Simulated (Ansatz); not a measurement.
# TlSbS3 (model cell, started as cubic perovskite with Sb in the octahedra): a soft mode frozen in, part 2 of 3

Aim: this structure of TlSbS3 (model cell, started as cubic perovskite with Sb in the octahedra) is to be tested for unstable modes, and one is followed downhill.

Ansatz 0.2.0; DFT LDA, scalar-relativistic, plane waves, PAW; PAW set soft_1.

So far, highest frequency on the path or at a solved wavevector (cm⁻¹): step 2 (phonons on a q mesh) 352. Also lowest frequency on the path (cm⁻¹): step 2 -143.

The structure was built from a prototype and need not be the compound's stable phase.

### Step 5. Energy along the mode, all amplitudes (two of the runs are shown above)

An imaginary frequency means negative curvature, so the energy should fall and then rise again as anharmonic terms take over.

Numbers from this step:

| Quantity | Value |
| --- | --- |
| depth at the lowest point sampled | 40.61 meV/atom |
| largest atomic shift at that point | 0.6 Å |

Table of energy from the parent by largest atomic shift:

| largest atomic shift (Å) | energy from the parent (meV/atom) |
| --- | --- |
| 0.000 | 0 |
| 0.040 | -0.419 |
| 0.080 | -1.63 |
| 0.140 | -4.70 |
| 0.220 | -10.5 |
| 0.320 | -19.7 |
| 0.450 | -32.6 |
| 0.600 | -40.6 |

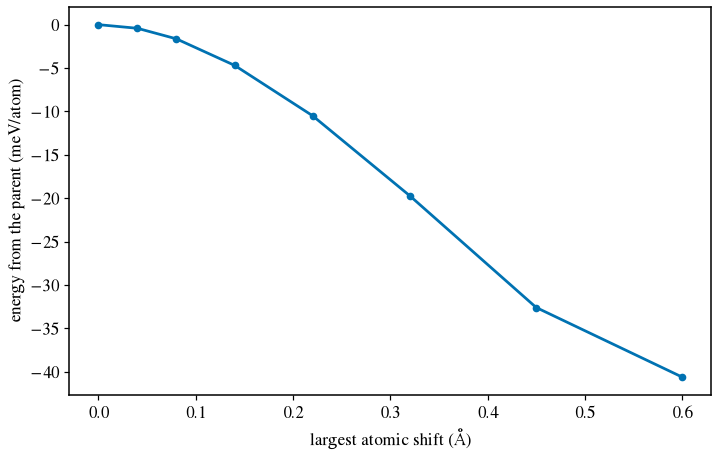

Energy from the parent against largest atomic shift.

Displacement at unit largest shift by atom:

| atom | x (Å) | y (Å) | z (Å) | size |
| --- | --- | --- | --- | --- |
| Tl1 | 0.00 | 0.00 | -0.03 | 0.03 |
| Tl2 | 0.00 | 0.00 | 0.03 | 0.03 |
| Sb3 | 0.00 | -0.12 | 0.00 | 0.12 |
| Sb4 | 0.00 | 0.12 | 0.00 | 0.12 |
| S5 | 0.00 | 0.00 | 0.00 | 0.00 |
| S6 | 0.00 | 0.00 | 0.00 | 0.00 |
| S7 | 0.00 | 0.00 | 0.00 | 0.00 |
| S8 | 0.00 | 0.00 | 0.00 | 0.00 |
| S9 | 0.00 | 1.00 | 0.00 | 1.00 |
| S10 | 0.00 | -1.00 | 0.00 | 1.00 |

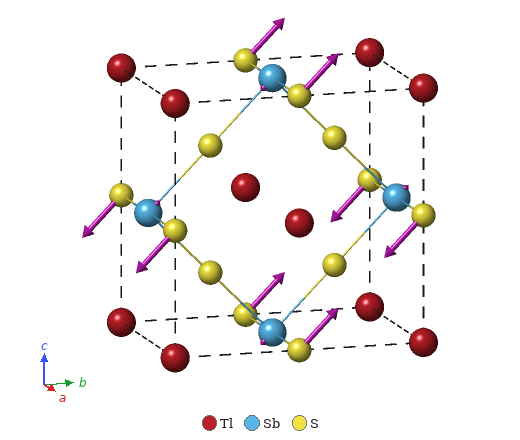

Displacement at unit largest shift as arrows, the longest 1 Å. Some periodic images of atoms are drawn too.

The lowest of the steps tried is the last one, at 0.6 Å, 40.6 meV/atom below the parent; the bottom of the well need not coincide with a step.

### Step 6. Relaxing from the distorted cell

Starting from the lowest point found, all atoms and the cell are let go, so that strain and other modes of the same symmetry can join in.

input.yaml

```yaml
crystal:
  lattice:
    - [-4.9559718062, 0.0, 0.0]
    - [0.0, -4.9559718062, -4.9559718062]
    - [0.0, -4.9559718062, 4.9559718062]
  atoms:
    - { symbol: Tl, position: [0.0, 0.5020390324, 0.4979609676] }
    - { symbol: Tl, position: [0.0, -0.0020390324, 0.0020390324] }
    - { symbol: Sb, position: [0.5, 0.0070480477, 0.5070480477] }
    - { symbol: Sb, position: [0.5, 0.4929519523, -0.0070480477] }
    - { symbol: S, position: [0.5, 0.25, 0.25] }
    - { symbol: S, position: [0.5, 0.75, 0.75] }
    - { symbol: S, position: [0.5, 0.25, 0.75] }
    - { symbol: S, position: [0.5, 0.75, 0.25] }
    - { symbol: S, position: [1.0, -0.060533032, 0.439466968] }
    - { symbol: S, position: [1.0, 0.560533032, 0.060533032] }
kpoints:
  mp_grid: { grid: [8, 6, 6] }
hamiltonian:
  xc: lda
  pseudopotentials: { kind: paw, azcp: { folder: soft_1 }, xc_functional: pbe }
scf:
  occupations: { method: methfessel_paxton, width: 0.2 }
output:
  forces: true
  stress: true
  eigenvalues: true
relax:
  adjacent_minimum: "off"
  f_tol: 0.002
  max_steps: 120
  cell: { stress_tol: 0.03 }
```

On the command line:

```
$ ansatz run input.yaml --threads 4 --pin off --max-ram 16384MiB --backend cpu --events-out ev --progress --plain --runs-dir out
```

Numbers of over 12 decimals in the logs are rounded to 6 here.

The log of the run:

```text
[...]
Crystal: 10 atoms, lattice volume = 243.454 Å³
Basis set: ecut = 420 eV, 4781 PW (Γ)
Bands: 56, of which v1, the nominal top of the filled ones, is band 46 counted from 1 (45 counted from 0)
Symmetry: 8 space group operations
[...]
k-points: 65 of 288
[...]
SCF iter   1: F=—  HF=-40186.450016 eV  |F-HF|=—  |Δ(HF+E_count)|=         —  Δρ=3.03e-2  dr2=5.44e0  ethr=3.10e-3  ⟨swp⟩=9.3  Hψ=17130  notcnv=0
[...]
SCF iter  10: F=-40184.605892 eV  HF=-40184.605892 eV  |F-HF|=9.64e-9  |Δ(HF+E_count)|=   2.70e-8  S|Δr|=    0.00e0  Δρ=1.56e-6  dr2=1.98e-8  ethr=1.09e-10  ⟨swp⟩=14.2  Hψ=19689  notcnv=0
SCF 1 converged in 10 iterations: F = -40184.605892 eV  dr2 = 1.98e-8
[...]
relax step   1: F+E_penalty+E_count = -40184.60589163 eV  Δ(F+E_penalty+E_count) = +0.000e0 eV  max|allowed force component| = 5.081e-1 eV/Å  Δτ_max = 0.0000 Å  P = -0.070 GPa  Ω = 243.454 Å³  (10 SCF iters, dr2 threshold 1.00e-7 eV, accepted)
Crystal: 10 atoms, lattice volume = 240.929 Å³
Basis set: ecut = 420 eV, 4707 PW (Γ)
[...]
SCF iter   7: F=-40184.793477 eV  HF=-40184.793478 eV  |F-HF|=1.17e-7  |Δ(HF+E_count)|=   3.05e-7  S|Δr|=    0.00e0  Δρ=6.22e-6  dr2=2.02e-7  ethr=1.09e-9  ⟨swp⟩=8.7  Hψ=16933  notcnv=0
SCF 2 converged in 7 iterations: F = -40184.793477 eV  dr2 = 2.02e-7
relax step   2: F+E_penalty+E_count = -40184.79347746 eV  Δ(F+E_penalty+E_count) = -1.876e-1 eV  max|allowed force component| = 1.342e-1 eV/Å  Δτ_max = 0.1302 Å  P = +0.157 GPa  Ω = 240.929 Å³  energy of the carried Pulay correction = +4.704e-4 eV  (7 SCF iters, dr2 threshold 1.00e-6 eV, accepted)
Crystal: 10 atoms, lattice volume = 238.818 Å³
Basis set: ecut = 420 eV, 4643 PW (Γ)
[...]
SCF iter   7: F=-40184.862724 eV  HF=-40184.862724 eV  |F-HF|=3.58e-7  |Δ(HF+E_count)|=   8.76e-7  S|Δr|=    0.00e0  Δρ=9.27e-6  dr2=5.46e-7  ethr=1.09e-9  ⟨swp⟩=9.5  Hψ=19109  notcnv=0
SCF 3 converged in 7 iterations: F = -40184.862724 eV  dr2 = 5.46e-7
relax step   3: F+E_penalty+E_count = -40184.86272396 eV  Δ(F+E_penalty+E_count) = -6.925e-2 eV  max|allowed force component| = 9.102e-2 eV/Å  Δτ_max = 0.1503 Å  P = +0.120 GPa  Ω = 238.818 Å³  energy of the carried Pulay correction = +8.675e-4 eV  (7 SCF iters, dr2 threshold 1.00e-6 eV, accepted)
[... from here on, the SCF cycles and remarks between the steps are left out ...]
relax step   4: F+E_penalty+E_count = -40184.89869225 eV  Δ(F+E_penalty+E_count) = -3.597e-2 eV  max|allowed force component| = 7.254e-2 eV/Å  Δτ_max = 0.0814 Å  P = -0.059 GPa  Ω = 237.366 Å³  energy of the carried Pulay correction = +1.143e-3 eV  (8 SCF iters, dr2 threshold 1.00e-6 eV, accepted)
relax step   5: F+E_penalty+E_count = -40184.94302735 eV  Δ(F+E_penalty+E_count) = -4.434e-2 eV  max|allowed force component| = 1.933e-1 eV/Å  Δτ_max = 0.1706 Å  P = +0.561 GPa  Ω = 232.543 Å³  energy of the carried Pulay correction = +2.069e-3 eV  (8 SCF iters, dr2 threshold 5.27e-7 eV, accepted)
relax step   6: F+E_penalty+E_count = -40184.95395074 eV  Δ(F+E_penalty+E_count) = -1.092e-2 eV  max|allowed force component| = 2.442e-1 eV/Å  Δτ_max = 0.1000 Å  P = -0.280 GPa  Ω = 236.601 Å³  energy of the carried Pulay correction = +1.288e-3 eV  (7 SCF iters, dr2 threshold 1.00e-6 eV, accepted)
relax step   7: F+E_penalty+E_count = -40184.96913679 eV  Δ(F+E_penalty+E_count) = -1.519e-2 eV  max|allowed force component| = 5.038e-2 eV/Å  Δτ_max = 0.0536 Å  P = -0.211 GPa  Ω = 235.973 Å³  energy of the carried Pulay correction = +1.408e-3 eV  (7 SCF iters, dr2 threshold 1.00e-6 eV, accepted)
relax step   8: F+E_penalty+E_count = -40184.96885594 eV  Δ(F+E_penalty+E_count) = +2.808e-4 eV  max|allowed force component| = 9.069e-2 eV/Å  Δτ_max = 0.0148 Å  P = +0.186 GPa  Ω = 234.123 Å³  energy of the carried Pulay correction = +1.763e-3 eV  (7 SCF iters, dr2 threshold 1.77e-7 eV, rejected (line search))
relax step   9: F+E_penalty+E_count = -40184.97049956 eV  Δ(F+E_penalty+E_count) = -1.363e-3 eV  max|allowed force component| = 5.066e-3 eV/Å  Δτ_max = 0.0050 Å  P = +0.031 GPa  Ω = 234.916 Å³  energy of the carried Pulay correction = +1.611e-3 eV  (11 SCF iters, accepted)
relax step  10: F+E_penalty+E_count = -40184.97049760 eV  Δ(F+E_penalty+E_count) = +1.961e-6 eV  max|allowed force component| = 2.233e-3 eV/Å  Δτ_max = 0.0012 Å  P = -0.005 GPa  Ω = 235.034 Å³  energy of the carried Pulay correction = +1.588e-3 eV  (6 SCF iters, dr2 threshold 3.49e-9 eV, accepted)
relax step  11: F+E_penalty+E_count = -40184.97050404 eV  Δ(F+E_penalty+E_count) = -6.440e-6 eV  max|allowed force component| = 2.065e-4 eV/Å  Δτ_max = 0.0005 Å  P = +0.000 GPa  Ω = 235.018 Å³  energy of the carried Pulay correction = +1.591e-3 eV  (7 SCF iters, dr2 threshold 3.12e-10 eV, accepted)
relax step  12: F+E_penalty+E_count = -40184.97229129 eV  Δ(F+E_penalty+E_count) = -1.787e-3 eV  max|allowed force component| = 3.674e-4 eV/Å  Δτ_max = 0.0000 Å  P = +0.011 GPa  Ω = 235.018 Å³  stress off target by 3.33e-2 GPa  SCF on the basis re-selected at this cell (its energy is not comparable with the rows above)  (6 SCF iters)
relax step  13: F+E_penalty+E_count = -40184.97231131 eV  Δ(F+E_penalty+E_count) = -2.002e-5 eV  max|allowed force component| = 7.777e-4 eV/Å  Δτ_max = 0.0009 Å  P = -0.000 GPa  Ω = 235.045 Å³  energy of the carried Pulay correction = -5.675e-6 eV  (6 SCF iters, dr2 threshold 2.77e-9 eV, accepted)
[...]
SCF iter   6: F=-40184.972313 eV  HF=-40184.972313 eV  |F-HF|=2.91e-11  |Δ(HF+E_count)|=    0.00e0  S|Δr|=    0.00e0  Δρ=1.07e-7  dr2=1.94e-11  ethr=1.00e-12  ⟨swp⟩=4.0  Hψ=11597  notcnv=0
SCF 14 converged in 6 iterations: F = -40184.972313 eV  dr2 = 1.94e-11
relax step  14: F+E_penalty+E_count = -40184.97231349 eV  Δ(F+E_penalty+E_count) = -2.184e-6 eV  max|allowed force component| = 7.806e-4 eV/Å  Δτ_max = 0.0000 Å  P = -0.000 GPa  Ω = 235.045 Å³  stress off target by 3.14e-3 GPa  SCF on the basis re-selected at this cell (its energy is not comparable with the rows above)  (6 SCF iters)
[...]
SCF converged after 6 iterations
[...]
Free energy (F): -40184.972313 eV
[...]
Internal energy: -40184.986737 eV  (E = F + TS)
E sigma→0 (E₀):  -40184.975919 eV
Entropy (-TS):   0.014423 eV (1.442 meV/atom)
Fermi energy:    7.227640 eV
[...]
--- Forces (eV/Å), atoms counted from 1 ---
  atom   1  Tl     0.00000000     0.00000000     0.00027056
  atom   2  Tl     0.00000000     0.00000000    -0.00027056
  atom   3  Sb     0.00000000     0.00078057     0.00000000
  atom   4  Sb     0.00000000    -0.00078057     0.00000000
  atom   5  S      0.00000000     0.00000000     0.00000000
  atom   6  S      0.00000000     0.00000000     0.00000000
  atom   7  S     -0.00000000     0.00000000     0.00000000
  atom   8  S      0.00000000     0.00000000     0.00000000
  atom   9  S      0.00000000     0.00021081     0.00000000
  atom  10  S      0.00000000    -0.00021081     0.00000000
  max |Σ_I F_I| component: 2.17e-19 eV/Å
--- Stress (GPa, compression-positive) ---
       -0.002929       0.000000       0.000000
        0.000000       0.003137       0.000000
        0.000000       0.000000      -0.001599
  P = ⅓ Tr σ = -0.0005 GPa (-0.005 kbar)
--- Band table (eV; the first three rows and the last of 65) ---
  k-point 0: bands = [... 42 lower, 6.6339, 6.8810, 7.0340, 7.2745, 7.2939, 7.8969, 8.9639, 9.5352, ... 6 higher]
  k-point 1: bands = [... 42 lower, 6.5624, 6.8256, 6.8993, 7.1752, 7.2045, 7.9654, 9.0672, 9.7256, ... 6 higher]
  k-point 2: bands = [... 42 lower, 6.5695, 6.5742, 6.9908, 7.0332, 7.0500, 7.7933, 9.7262, 10.1637, ... 6 higher]
  k-point 64: bands = [... 42 lower, 5.9755, 6.1356, 6.5757, 7.6733, 7.7984, 8.9356, 9.1881, 10.2503, ... 6 higher]
--- Relaxed structure (12 steps of the walk, 11 accepted, 2 SCFs on fresh bases) ---
  F+E_penalty+E_count = -40184.97231349 eV   max|allowed force component| = 7.806e-4 eV/Å   (the final SCF, on the basis selected at the relaxed cell)
  cell:  # Å, volume = 235.0448 Å³
    - [-4.291505, 0.0, 0.0]
    - [0.0, -5.343734, -5.124674]
    - [0.0, -5.343734, 5.124674]
  atoms:
    - { symbol: Tl, position: [0, 0.488052, 0.511948] }
    - { symbol: Tl, position: [0, 0.011948, -0.011948] }
    - { symbol: Sb, position: [0.5, 0.014204, 0.514204] }
    - { symbol: Sb, position: [0.5, 0.485796, -0.014204] }
    - { symbol: S, position: [0.5, 0.250000, 0.250000] }
    - { symbol: S, position: [0.5, 0.750000, 0.750000] }
    - { symbol: S, position: [0.5, 0.25, 0.750000] }
    - { symbol: S, position: [0.5, 0.750000, 0.25] }
    - { symbol: S, position: [1.0, -0.109911, 0.390089] }
    - { symbol: S, position: [1.0, 0.609911, 0.109911] }
```

The job ended after 3.7 min (4 threads of Arm Neoverse V1, shared host; peak memory 1 GiB).

Relaxation path:

| step | energy less that of the first step (eV) | largest force component (eV/Å) | pressure (GPa) | volume (Å³) |
| --- | --- | --- | --- | --- |
| 1 | 0.0000 | 0.5081 | -0.07 | 243.45 |
| 2 | -0.1876 | 0.1342 | 0.16 | 240.93 |
| 3 | -0.2568 | 0.0910 | 0.12 | 238.82 |
| 4 | -0.2928 | 0.0725 | -0.06 | 237.37 |
| 5 | -0.3371 | 0.1933 | 0.56 | 232.54 |
| 6 | -0.3481 | 0.2442 | -0.28 | 236.60 |
| 7 | -0.3632 | 0.0504 | -0.21 | 235.97 |
| 8 | -0.3630 | 0.0907 | 0.19 | 234.12 |
| 9 | -0.3646 | 0.0051 | 0.03 | 234.92 |
| 10 | -0.3646 | 0.0022 | -0.01 | 235.03 |
| 11 | -0.3646 | 0.0002 | 0.00 | 235.02 |
| 12* | -0.3664 | 0.0004 | 0.01 | 235.02 |
| 13 | -0.3664 | 0.0008 | 0.00 | 235.04 |
| 14* | -0.3664 | 0.0008 | 0.00 | 235.04 |

Relaxation steps marked * repeat the geometry before them on a plane-wave basis chosen anew for their cell, so energy and pressure can jump there. Relaxation step 8 was tried and not accepted.

Forces are held to the 8 operations that the run works with; a distortion that breaks them can't arise in this run.

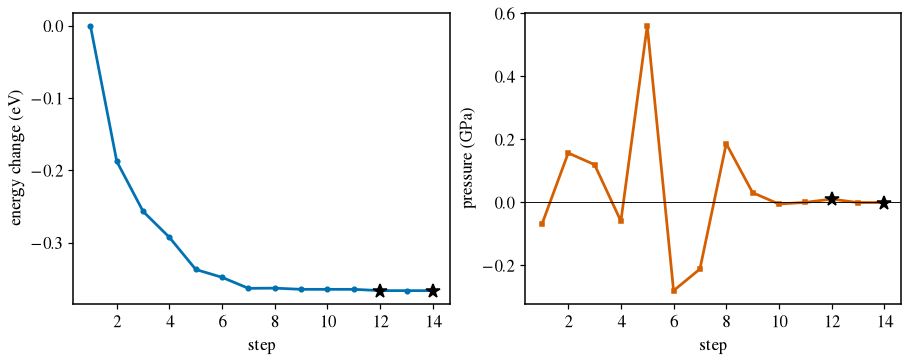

Energy and pressure along the relaxation. Stars mark steps on a basis chosen anew.

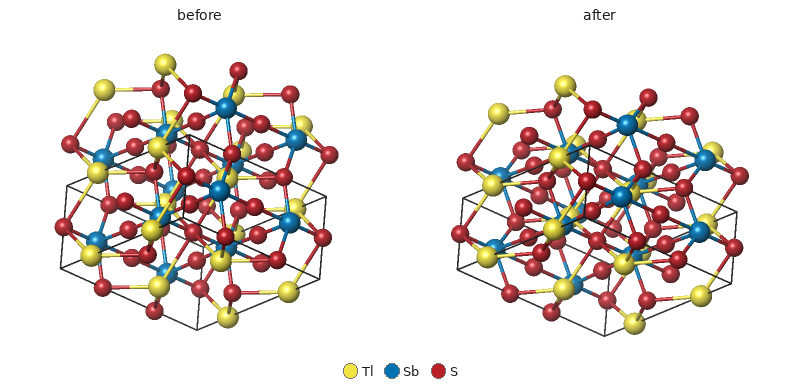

The structure before and after the relaxation, drawn at the same scale.

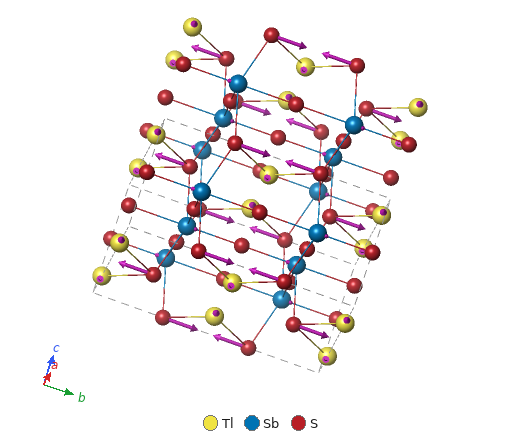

Displacements in the relaxation, exaggerated, measured against the changing cell; the longest in the cell stands for 0.53 Å. 1×1×2 conventional cells are drawn. Some periodic images of atoms are drawn too.

| cell as run | before | after | change |
| --- | --- | --- | --- |
| a (Å) | 4.956 | 4.292 | -13.4 % |
| b (Å) | 7.009 | 7.404 | +5.6 % |
| c (Å) | 7.009 | 7.404 | +5.6 % |
| α (°) | 90.00 | 87.60 | -2.7 % |
| volume (Å³/atom) | 24.35 | 23.50 | -3.5 % |

The atoms that moved most (Å, as changes of fractional coordinates times the final cell):

| atom | dx | dy | dz | length |
| --- | --- | --- | --- | --- |
| S10 | 0.000 | -0.528 | 0.000 | 0.528 |
| S9 | 0.000 | 0.528 | 0.000 | 0.528 |
| Tl2 | 0.000 | 0.000 | -0.143 | 0.143 |
| Tl1 | 0.000 | 0.000 | 0.143 | 0.143 |
| Sb4 | 0.000 | 0.076 | 0.000 | 0.076 |
| Sb3 | 0.000 | -0.076 | 0.000 | 0.076 |

Numbers from this step:

* pressure: -4.63e-4 GPa
* volume per atom: 23.50 Å³

The distorted start has space group Cmmm; the relaxation ends in Cmmm.

### Step 7. The new phase in its own primitive cell

The relaxed structure is symmetrised, reduced to its primitive cell and relaxed tightly, as its phonons need.

input.yaml, the sections that differ from step 6:

```yaml
crystal:
  lattice:
    - [5.1246739285, -5.3437342208, 0.0]
    - [5.1246739285, 5.3437342208, 0.0]
    - [0.0, 0.0, 4.2915052579]
  atoms:
    - { symbol: Tl, position: [0.2380518978, 0.2380518978, 0.0] }
    - { symbol: Tl, position: [0.7619481022, 0.7619481022, 0.0] }
    - { symbol: Sb, position: [0.2357964766, 0.7642035234, 0.5] }
    - { symbol: Sb, position: [0.7642035234, 0.2357964766, 0.5] }
    - { symbol: S, position: [0.5, 0.0, 0.5] }
    - { symbol: S, position: [0.0, 0.5, 0.5] }
    - { symbol: S, position: [0.0, 0.0, 0.5] }
    - { symbol: S, position: [0.5, 0.5, 0.5] }
    - { symbol: S, position: [0.3599105512, 0.6400894488, 0.0] }
    - { symbol: S, position: [0.6400894488, 0.3599105512, 0.0] }
kpoints:
  mp_grid: { grid: [6, 6, 8] }
relax:
  adjacent_minimum: "off"
  f_tol: 0.001
  max_steps: 60
  cell: { stress_tol: 0.01 }
# hamiltonian, scf, output: as in step 6
```

The log of the run:

```text
[...]
Crystal: 10 atoms, lattice volume = 235.045 Å³
Basis set: ecut = 420 eV, 4567 PW (Γ)
Bands: 56, of which v1, the nominal top of the filled ones, is band 46 counted from 1 (45 counted from 0)
Symmetry: 8 space group operations
[...]
k-points: 65 of 288
[...]
- { symbol: Sb, position: [0.235796, 0.764204, 0.500000] }
    - { symbol: Sb, position: [0.764204, 0.235796, 0.500000] }
    - { symbol: S, position: [0.5, 0.0, 0.500000] }
    - { symbol: S, position: [0.0, 0.5, 0.500000] }
    - { symbol: S, position: [0.0, 0.0, 0.500000] }
    - { symbol: S, position: [0.5, 0.5, 0.500000] }
    - { symbol: S, position: [0.359911, 0.6400894488, 0.0] }
    - { symbol: S, position: [0.6400894488, 0.359911, 0.0] }
[key lines of the parts left out:]
SCF converged after 8 iterations
Free energy (F): -40184.972320 eV
Fermi energy:    7.227640 eV
P = ⅓ Tr σ = -0.0004 GPa (-0.004 kbar)
```

Elapsed: 38 s, on 4 threads; peak memory 0.98 GiB; 2.5 min of CPU time.

Little changed from the start: no atom moved by 0.005 Å and no cell edge by 0.1 %.

This step gave:

```yaml
pressure: -4.02e-4 GPa
```

The largest force component left is 0.78 meV/Å and the pressure is 0.000 GPa, within the tolerances set. The cell now holds 23.50 Å³/atom.

(Continued in part 3 of 3.)

[Logs are printed without paths, hosts, clocks, repeated set-up lines and the standing remarks that a program may print on its own settings, such as how far it seeks lower states.]

[Hosts, paths, dates, database ids (printed as entryN), source tags and the programs' standing remarks are cut or masked in the printed files.]
